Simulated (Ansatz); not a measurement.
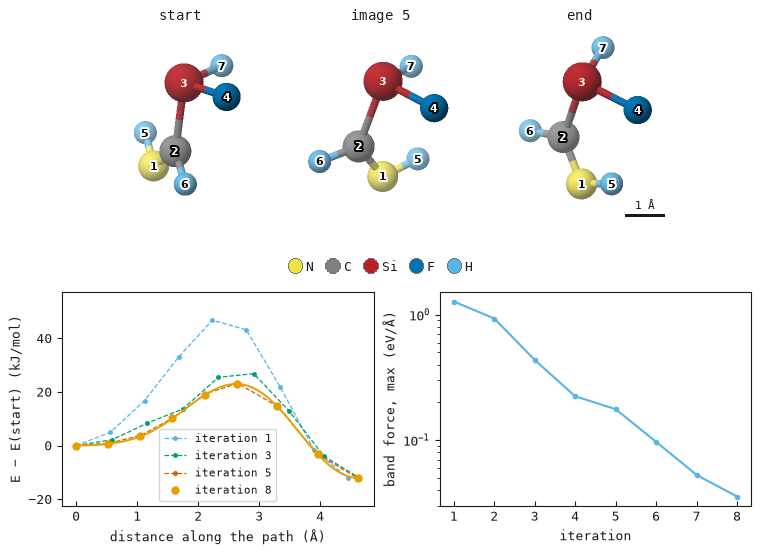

A search for the minimum-energy path of CH$_{3}$FNSi (charge −1) by the nudged elastic band. Images are numbered from 0 (start) to 8 (end). The plot follows the band through its iterations. The picture is a ball-and-stick view, seen from a free direction.

Theory: Ansatz, RKS revPBE-D4/6-31G*. Settings: 7 movable images; climbing image; force threshold 0.05 eV/Å; iteration limit 60; starting path by image-dependent pair potential.

**How did the profile develop, and is the result final?**

The result is final at these settings. The band converged in 8 iterations. The largest component of the band force went from 1.3 to 0.036 eV/Å. The climbing image converged on the top of the path. Its vibrational analysis gives one imaginary mode (168i cm⁻¹), as a transition state must have. The first iteration put the highest image at 46.8 kJ/mol. Forward barrier 23.0 kJ/mol, backward barrier 35.1 kJ/mol, with image 5 at the top; the reaction energy is −12.1 kJ/mol.

Limits of the set-up: the basis has no diffuse functions, which an anion needs.

The run took about 110 core-seconds on a shared host.
